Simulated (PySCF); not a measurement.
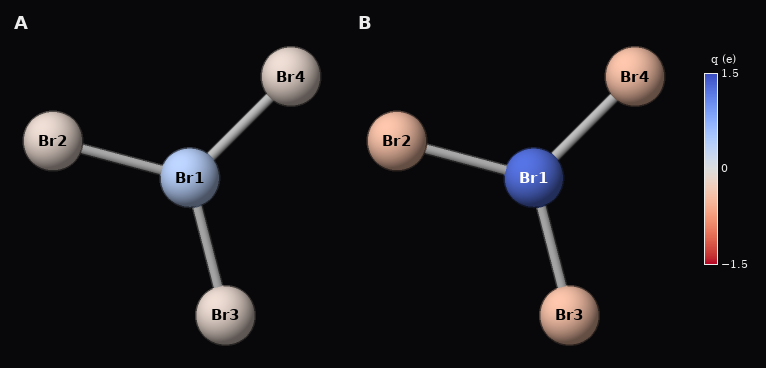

Atomic charges of one calculation by 2 schemes, on one colour scale. The computed structure is the end point of a PBE0/def2-SVP optimisation. Method: PBE0/def2-SVP (PySCF 2.14.0).

Question: The schemes are Mulliken, atomic polar tensor. Which panel shows which?

Answer: A Mulliken, B atomic polar tensor.

List the charges (e), one line for each set of equivalent atoms.

| atom | Mulliken | atomic polar tensor |
| --- | --- | --- |
| Br1 | 0.38 | 1.25 |
| Br2, Br3, Br4 | −0.13 | −0.42 |

Its softest mode lies under 30 cm⁻¹, so another, bent or twisted shape can't be ruled out.
